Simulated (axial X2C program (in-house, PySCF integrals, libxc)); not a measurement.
## Run report: PdS, relativistic diatomic calculation

PdS, single determinant with Ω = 2 (not the lowest found). The distance is the PBE0 minimum at charge 0. Computed at this level: expectation values, HF and Kohn-Sham, two-component X2C with atomic mean-field Coulomb and Gaunt terms, Pd dyall-cv3z, S dyall-av3z (cores contracted) (axial X2C program (in-house, PySCF integrals, libxc)).

### Key numbers

- outcome: converged; the levels of theory disagree widely
- hardware: 1 thread of Intel Xeon (Granite Rapids), 192 GiB of memory available, shared host
- wall time: 3.9 s
- peak memory: 0.37 GiB

### Input
```
{"zs": [46, 16], "q": 0, "bas": ["dyall-cv3z", "dyall-av3z"], "r0": 2.11, "levels": ["PBE0", "HF", "BHandHLYP", "BP86", "r2SCAN"], "nst": 3}
```

The line is the task of a batch: nuclear charges, charge, bases, the levels to run, a first guess of the distance and further settings. This report covers the levels named above. The log is that of the reference distance, started from orbitals converged before.

Launched within a batch (the task file carries these settings):
```bash
python <driver script> task.json out
```

### The program's output
```
two-component X2C + atomic mean field  PBE0
basis functions 212  fitting functions 989  grid points 5081
iter        total energy     max residual
   1      -5442.034229056     1.75e-05
   2      -5442.034229069     1.46e-05
   3      -5442.034229076     8.47e-06
converged
one-electron -7871.33056545  Coulomb 2417.96793958  exact exchange -41.94708486  xc functional -128.62971027  nuclear repulsion 184.58503661  atomic mean-field constant -2.67984468
```

### Expectation values by level of theory

```
                                             quantity   PBE0      HF  BHandHLYP  BP86  r2SCAN
effective field for an electron dipole moment (GV/cm)   3.97    2.59       3.63  2.85    4.11
           field gradient at the first nucleus (a.u.)   2.54    1.97       2.41  2.85    2.77
          field gradient at the second nucleus (a.u.)  0.809  −0.756      0.236  1.19    1.13
                           A∥/gI, first nucleus (MHz)    802     331        620   970     972
                          A∥/gI, second nucleus (MHz)    180     186        197   185     178
```

Each column comes from one determinant with 2 or more unpaired spinors, which can mix states, in a basis with contracted cores. The levels disagree widely: A∥/gI at the first nucleus runs from 331 to 972 MHz and the field gradient at the second nucleus runs from −0.756 to 1.19 a.u. They may not all have settled in the same state, and these values aren't reliable properties of the molecule.

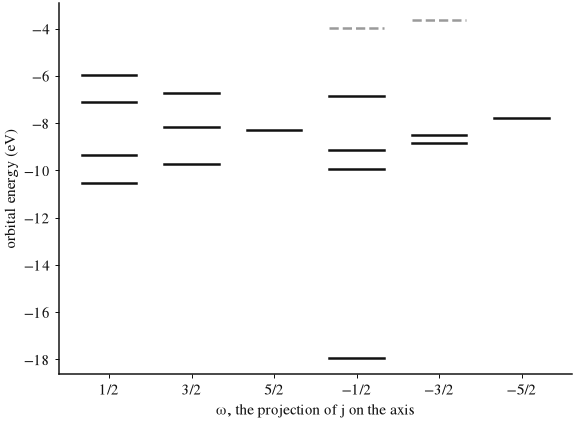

Fig. 1: Orbital energies (PBE0) near the frontier at 2.11 Å, filled (solid) and empty (dashed). The highest filled spinor (1/2; 67 % S p, 20 % Pd d) lies at −5.95 eV, the lowest empty one (−1/2; 38 % Pd d, 31 % S p) at −3.98 eV.
